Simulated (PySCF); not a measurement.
CH4GeOS

```xyz
8

O     0.8912   -1.7547    0.0198
C     1.1562   -0.5917   -0.0940
Ge   -0.2776    0.8214   -0.0406
S    -2.1548   -0.2403    0.3487
H     2.2010   -0.2621   -0.2342
H    -0.3081    1.5902   -1.3454
H     0.0269    1.8575    1.0199
H    -1.5258   -1.4109    0.3013
```

Geometry: GFN2-xTB.

Theory: PBE0/def2-SVPD, SCF density, gas phase (PySCF 2.14.0).

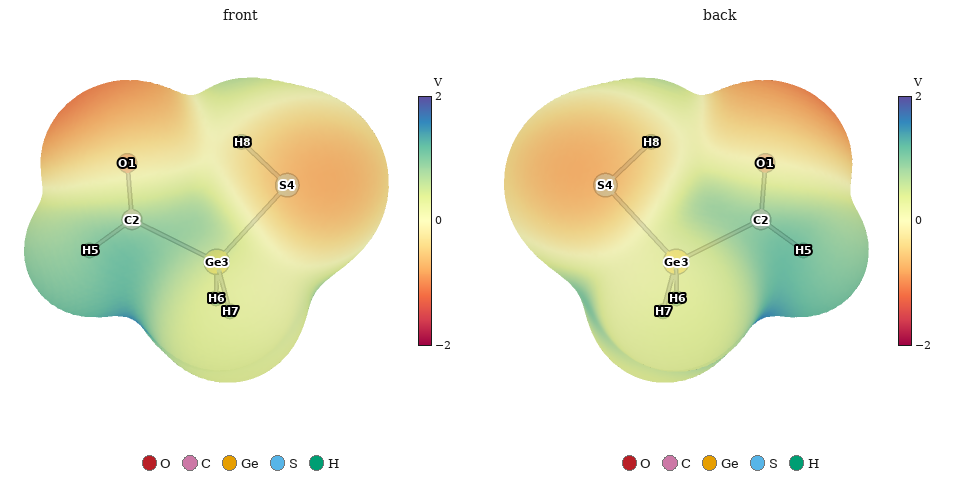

Figure 1. The electrostatic potential painted on the density surface at 0.001 e/bohr³, seen from the front and from behind; the colour scale runs from red (negative) to blue (positive).

Which sites attract a positive test charge, and which a negative one?

A positive charge is drawn to the negative regions and a negative charge to the positive ones. The most negative region (about −1.0 V, or −23 kcal/mol for a unit charge) lies over O1, the most positive (about +1.5 V, or +35 kcal/mol for a unit charge) over Ge3. O1 is the likeliest acceptor of a hydrogen bond.

How polar is the molecule by this calculation?

Its dipole moment is 2.50 D.

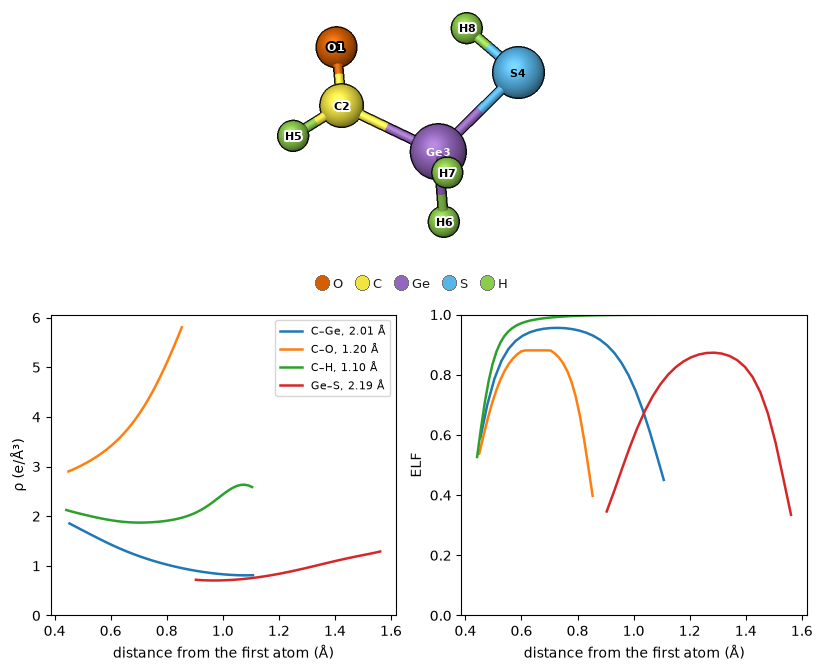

Figure 2. Total electron density and electron localisation function along straight lines between neighbouring atoms. The curves leave out the atomic cores. The structure is drawn too.

Compare the contacts.

C–Ge (2.01 Å): ρ at the midpoint is about 0.83 e/Å³; the ELF peaks at about 0.95 in the valence shell of C, 0.7 Å from its nucleus, and is about 0.75 at the midpoint.
C–O (1.20 Å): ρ is about 3.4 e/Å³ halfway; the ELF peaks at about 0.90 between the atoms: a short, multiple covalent bond.
C–H (1.10 Å): ρ at the midpoint is about 2 e/Å³; the ELF climbs to about 1 towards the hydrogen, as it does in any bond to H (an ordinary covalent bond to hydrogen).
Ge–S (2.19 Å): ρ at the midpoint is about 0.75 e/Å³; the ELF peaks at about 0.85 in the valence shell of S, 0.9 Å from its nucleus, and is about 0.75 at the midpoint.
